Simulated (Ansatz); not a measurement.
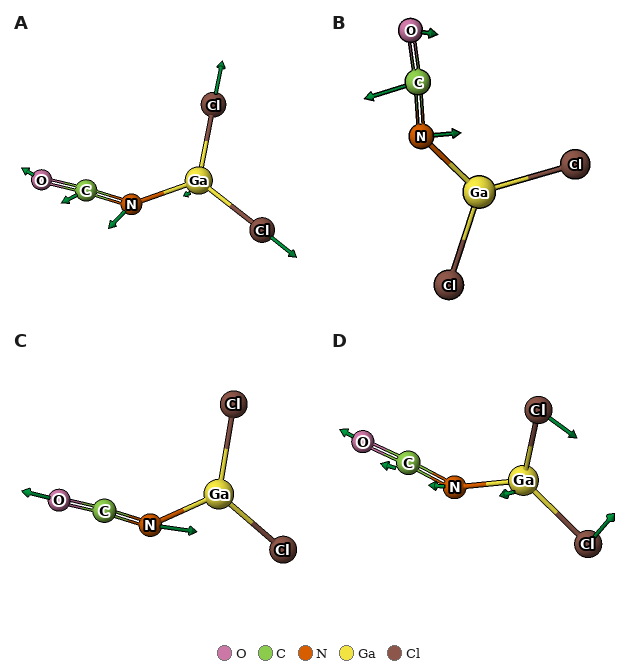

4 normal modes of one molecule or complex, as arrows. Harmonic vibrations computed with RKS PBE0-D4/def2-TZVP (Ansatz 0.2.0) at a stationary point of the same level.

### Match the panels to the wavenumbers 123 cm⁻¹, 400 cm⁻¹, 677 cm⁻¹, 1456 cm⁻¹.

A: 400 cm⁻¹, in-phase stretching of 2 Ga–Cl bonds
B: 677 cm⁻¹
C: 1456 cm⁻¹
D: 123 cm⁻¹, Cl–Ga–Cl bending
